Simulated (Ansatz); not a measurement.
## CdS: pressure series

The parent structure is CdS in the zinc blende structure (space group F-43m, No. 216; a = 5.9271 Å).

Cell and atoms are relaxed at each pressure.

All numbers come from DFT with PBE, PAW potentials and a 420 eV plane-wave cutoff in Ansatz (a quantum-chemistry and plane-wave program), without spin-orbit coupling, earlier PAW set.

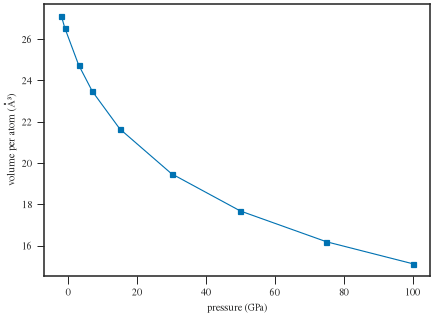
Figure: Volume against pressure

Task: Estimate the zero-pressure bulk modulus from the plot.

Result: About 54 GPa; a third-order Birch–Murnaghan fit to the points gives V₀ = 26.02 Å³/atom, B₀ = 54 GPa and B₀′ = 4.4.

Between the base and pressure 3 GPa the gap moves from 1.04 eV to 1.15 eV, a mean slope of 36 meV/GPa.

Load acts through the strain it causes; cell and atoms are relaxed under it. Whether these cells are dynamically stable was not tested. Tetrahedral semiconductors of this kind turn to denser phases somewhere between about 1 and 50 GPa; those were not computed, so compressed cells here can lie past the real transition.
